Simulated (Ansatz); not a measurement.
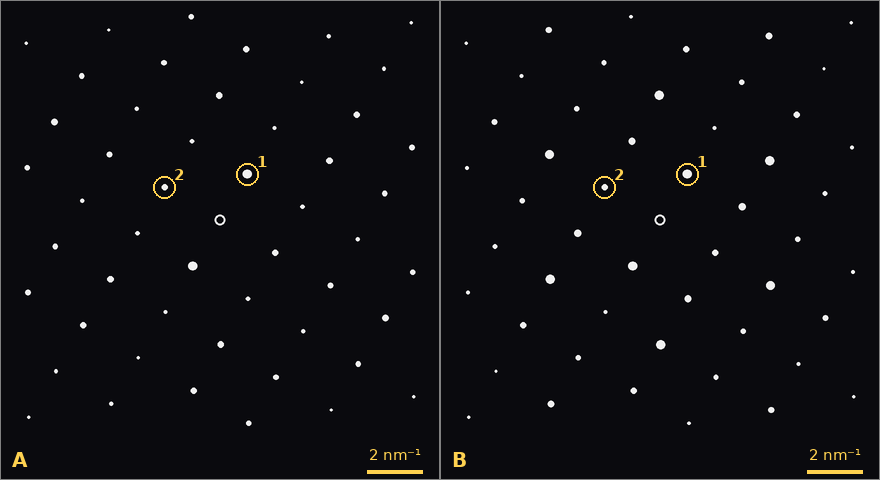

Kinematic electron diffraction patterns (200 kV, B = 0.5 Å², same scale) along [111] of the run's own cell, for the start and the end of one relaxation of Ga5H9 with Ansatz 0.2.0, DFT, PAW plane waves, r2scan. k mesh 5×5×5. The start is a generated model structure, and the relaxation ends in the nearest stationary point of its symmetry, not necessarily the ground state. Spot 1 is -1 0 1 and spot 2 is 0 -1 1 in both.

Start structure:

```yaml
crystal:
  lattice:
    - [0.00000, 0.00000, 6.35081]
    - [4.22600, -4.22600, 3.17541]
    - [4.22600, 4.22600, -3.17541]
  atoms:
    - { symbol: Ga, position: [0.20200, 0.00000, 0.00000] }
    - { symbol: H, position: [0.09200, 0.32800, 0.32800] }
    - { symbol: H, position: [0.42000, 0.67200, 0.32800] }
    - { symbol: H, position: [0.09200, 0.67200, 0.67200] }
    - { symbol: H, position: [0.76400, 0.32800, 0.67200] }
    - { symbol: H, position: [0.42700, 0.00000, 0.00000] }
    - { symbol: Ga, position: [0.00000, 0.17500, 0.17500] }
    - { symbol: Ga, position: [0.17500, 0.82500, 0.17500] }
    - { symbol: Ga, position: [0.00000, 0.82500, 0.82500] }
    - { symbol: Ga, position: [0.82500, 0.17500, 0.82500] }
    - { symbol: H, position: [0.97100, 0.00000, 0.27200] }
    - { symbol: H, position: [0.97100, 0.72800, 0.00000] }
    - { symbol: H, position: [0.69900, 0.00000, 0.72800] }
    - { symbol: H, position: [0.69900, 0.27200, 0.00000] }
```

Which pattern belongs to the start structure, and which to the relaxed one?

Answer. A is the start: its cell gives d(1) = 5.077 Å, d(2) = 4.226 Å and an angle of 90.0°. The spot positions hardly differ, so the intensities decide: those computed from the start structure match A, and B is the relaxed structure.

Name reflections whose intensity changes strongly on relaxation.

Answer. 3 0 -3 goes from 0.61 to 10 % of the strongest spot; 1 -1 0 goes from 4.7 to 38 % of the strongest spot; 0 2 -2 goes from 13 to 80 % of the strongest spot.

Summarise the relaxation behind the change.

Answer. The cell was held fixed; with the mean shift removed, the atoms moved by up to 0.79 Å relative to the cell (H most); the space group stayed I4mm (No. 107); the free energy fell by 870 meV an atom.
